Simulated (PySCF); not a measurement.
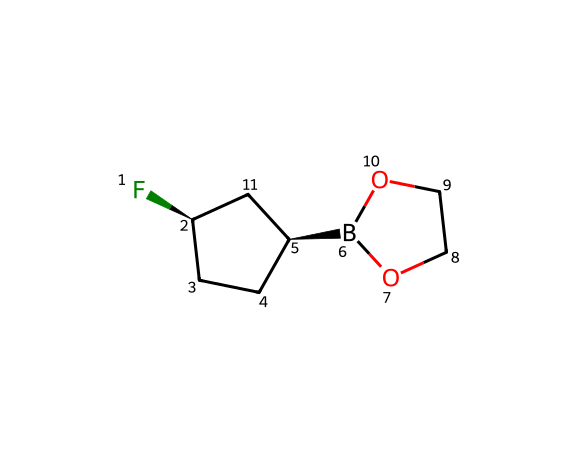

Skeletal drawing with numbered atoms; wedges and dashes mark any stereocentres. The configuration is that of a computed structure (GFN2-xTB).

> What are the Cahn–Ingold–Prelog descriptors?

C2: R; C5: S.

> Give a SMILES with the stereochemistry.

F[C@@H]1CC[C@H](B2OCCO2)C1
